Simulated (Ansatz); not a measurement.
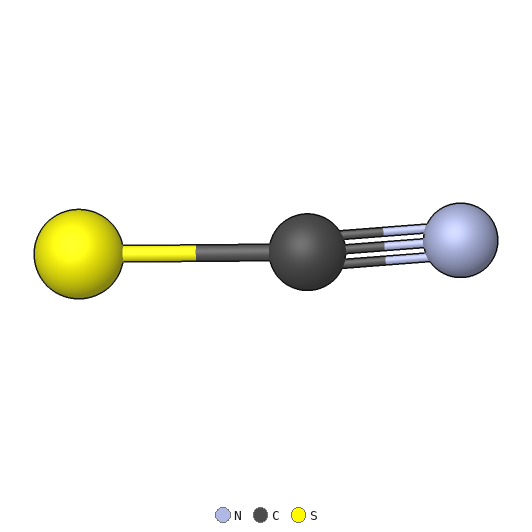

Starting geometry of the run.

Input file:

```yaml
crystal:
  periodic: [false, false, false]
  atoms:
    - {symbol: N, position_ang: [-0.977454, -0.539738, -0.588733]}
    - {symbol: C, position_ang: [-0.098303, -0.050983, -0.119625]}
    - {symbol: S, position_ang: [1.170838, 0.624107, 0.697363]}
basis:
  gaussian: {orbitals: aug-pcseg-2}
total_charge: -1
hamiltonian: {xc: {name: HF}}
correlation: {method: bccd_t, diis_vectors: 2}
accuracy: high
```

Command:

```sh
ansatz run in.yaml --threads 2 --pin off --events-out ev --progress --plain --max-ram 32768MiB --backend cpu
```

Output:

```
Functional definition: HF
  name "HF"
  cite "Fock, Z. Phys. 61, 126 (1930) doi:10.1007/BF01340294"
  parent pbe
  exchange = exact_x
  correlation = 0
2006 factors; integrals over basis functions are off by at most 3.9e-9 eV
mean field evaluation 1: about -13329.8254 eV, gradient 2.7e1 eV
mean field evaluation 2: about -13329.8280 eV, gradient 2.7e1 eV
mean field evaluation 4: about -13331.8190 eV, gradient 2.9e0 eV
mean field evaluation 8: about -13331.8676 eV, gradient 1.2e-1 eV
mean field evaluation 16: about -13330.8682 eV, gradient 2.3e1 eV
mean field -13331.86764697 eV, -489.9370993616 hartree, gradient 4.8e-8 eV, S^2 0.000000; 0 other end points of the search recorded, 0 dependent functions left out
7 core orbitals not correlated: weight in the atoms' cores, before any rotation towards them, 1.000 or more for the frozen orbitals, at most 0.000 for the correlated occupied ones
reference -13331.86764697 eV, -489.9370993616 hartree; 8, 8 occupied and 127, 127 virtual orbitals, 2006 factors
second order -13.72987132 eV of doubles, -0.00000000 eV of singles
cycle   1  -13.56200926 eV  change    1.7e-1 eV  update   9.6e-2
cycle   2  -13.94681460 eV  change   -3.8e-1 eV  update   3.1e-2
cycle   3  -14.02857096 eV  change   -8.2e-2 eV  update   1.5e-2
cycle   4  -14.01052642 eV  change    1.8e-2 eV  update   5.0e-3
cycle   5  -14.02120874 eV  change   -1.1e-2 eV  update   2.1e-3
cycle   6  -14.01676174 eV  change    4.4e-3 eV  update   9.2e-4
cycle   7  -14.01652377 eV  change    2.4e-4 eV  update   3.3e-4
cycle   8  -14.01613966 eV  change    3.8e-4 eV  update   2.1e-4
cycle   9  -14.01581624 eV  change    3.2e-4 eV  update   6.4e-5
cycle  10  -14.01586455 eV  change   -4.8e-5 eV  update   2.9e-5
cycle  11  -14.01581526 eV  change    4.9e-5 eV  update   1.5e-5
cycle  12  -14.01581328 eV  change    2.0e-6 eV  update   6.2e-6
cycle  13  -14.01581749 eV  change   -4.2e-6 eV  update   2.7e-6
cycle  14  -14.01581708 eV  change    4.1e-7 eV  update   1.6e-6
cycle  15  -14.01581748 eV  change   -4.0e-7 eV  update   5.4e-7
cycle  16  -14.01581747 eV  change    4.9e-9 eV  update   2.4e-7
cycle  17  -14.01581762 eV  change   -1.5e-7 eV  update   1.5e-7
cycle  18  -14.01581770 eV  change   -8.0e-8 eV  update   6.6e-8
cycle  19  -14.01581775 eV  change   -5.4e-8 eV  update   4.0e-8
cycle  20  -14.01581779 eV  change   -3.8e-8 eV  update   2.9e-8
cycle  21  -14.01581780 eV  change   -1.4e-8 eV  update   1.3e-7
cycle  22  -14.01581781 eV  change   -9.1e-9 eV  update   3.0e-8
cycle  23  -14.01581781 eV  change    1.9e-9 eV  update   1.0e-8
cycle  24  -14.01581781 eV  change   -1.8e-9 eV  update   4.3e-9
cycle  25  -14.01581781 eV  change  -2.2e-10 eV  update   1.7e-9
perturbative correction -0.79730190 eV, -0.0293003043 hartree
Total energy: -13346.68076668 eV, -490.4814714702 hartree
```

The run converged.
